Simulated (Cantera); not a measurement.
Feed: 1 mol Fe, 4.3 mol H2O, 35 mol CO, 0.044 mol H2S, equilibrated at 100000 Pa.

Method: chemical equilibrium by Gibbs-energy minimisation in Cantera with the NASA 1993 tables (ideal gas, pure condensed phases). Candidate condensed phases: C, C6H6, C7H8, C8H18, Fe, Fe(CO)5, FeO, Fe(OH)2, Fe(OH)3, FeS, FeSO4, FeS2, Fe2O3, Fe2(SO4)3, Fe3O4, H2O, H2SO4, S; 127 gas species. Metal and sulfide melt together well below either melting point, which pure phases cannot show. Mutual solubility and eutectic melting of coexisting phases are not modelled. The tables' stoichiometric FeO is somewhat more stable than real wüstite, so its field is too wide. FeO, FeS: taken at fixed stoichiometry. Condensed phases not in the tables: cementite and carbon dissolved in iron. Rates play no part.

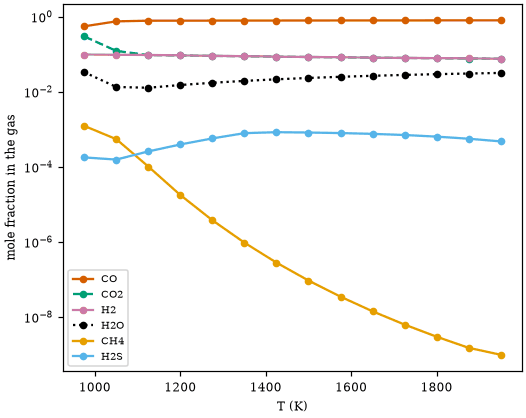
Fig. 1. Equilibrium gas composition (values under 1e-9 drawn at 1e-9)

Task: Read off the mole fractions at 1125 K.

Result: CO about 0.79, H2 about 0.097, CO2 about 0.096, H2O about 0.013, H2S about 0.00026, CH4 about 0.00010.
